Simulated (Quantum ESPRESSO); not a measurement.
# Voltage at the next charge: Sc(0001), 4 layers, one monolayer of F on fcc sites against an electrode

How the rows were computed: Quantum ESPRESSO 7.5, PBE, GBRV ultrasoft; ESM with bc3, a metal electrode 6.07 Å above the top atoms; cell area 9.488 Å²; ions fixed. V is the potential energy of an electron at the electrode over the slab's Fermi level, divided by e, so that it equals the work function at zero charge; positive charge removes electrons.

```tsv
charge (e a cell)	V (V)
0	3.760
0.0142	5.349
0.0285	6.955
```

One more run was made and is withheld. What is V at a charge of 0.0569 e, and what capacitance do the rows imply?

**Worked estimate.** The last two rows give dV/dq = (6.955 − 5.349)/(0.0285 − 0.0142) = 112.3 V/e, so C = 1602/(9.488 × 112.3) = 1.50 µF/cm², an effective gap of 8.854/1.50 = 5.89 Å. At constant C, V = 6.955 + 112.3 × 0.0284 = 10.14 V.

**Check.** V = 10.162 V; the estimate misses by −0.02 V, 0.5 % of the step. Over the three intervals C goes 1.51, 1.50 and 1.50 µF/cm².

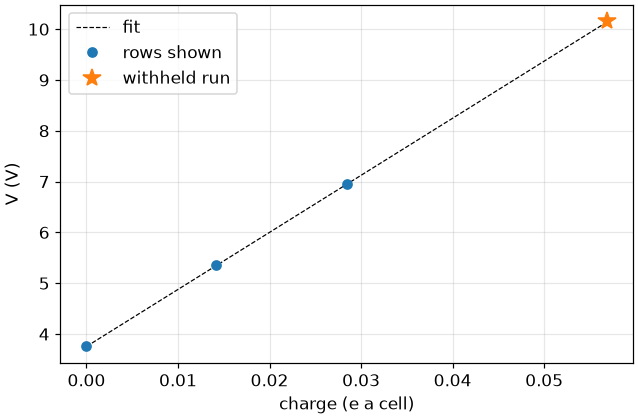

The rows shown, the fit and the withheld run.

Caveats: Vacuum fills the gap; a dielectric or electrolyte would change C. The slab is thin.

[Logs are printed without paths, hosts, clocks, repeated set-up lines and the standing remarks that a program may print on its own settings, such as how far it seeks lower states.]
